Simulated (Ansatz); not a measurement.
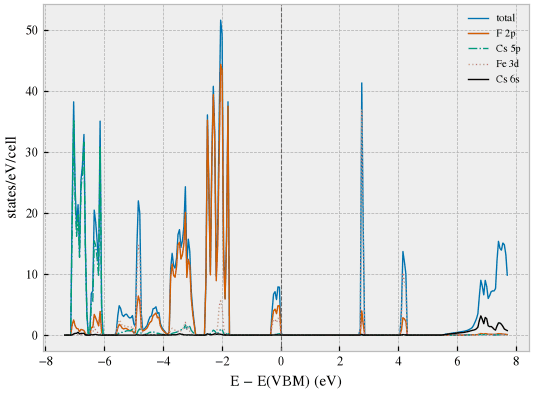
Total and projected density of states of Cs3FeF6 in space group Fm-3m (No. 225; Cs on 8c, Cs on 4b, Fe on 4a, F on 24e), DFT-r²SCAN in the program Ansatz with PAW potentials

Which orbitals carry the states next to the gap?

Top 1 eV of the valence band: F 2p 60 %, Fe 3d 36 %. Bottom 1 eV of the conduction band: Fe 3d 89 %, F 2p 10 %. Projections are on Löwdin-orthogonalised atomic valence shells; empty p or d shells of many metals are not among them.

Where is the tallest occupied peak in this window, and what makes it?

Near -2.0 eV, about 52 states/eV per cell; the largest projected share is F 2p.

The first step of the workflow began from a Materials Project structure, measured or hypothetical; the Crystallography Open Database copy checked does not list it. Whether it is the stable phase at ambient conditions was not checked. The cell was relaxed with r²SCAN under the symmetry of its start; whether a distortion lowers the energy is not shown. Spin order of the final state: ferromagnetic, chosen from 3 collinear starts compared on coarse meshes (ties went to the first, and starts can fall back to one state), not a proven ground state. Other orbital occupations within this spin state were not tried. No Hubbard U is applied. Scalar-relativistic: spin–orbit coupling is off unless named, which matters more the heavier the elements.

Potentials: the later of the program's two PAW sets.
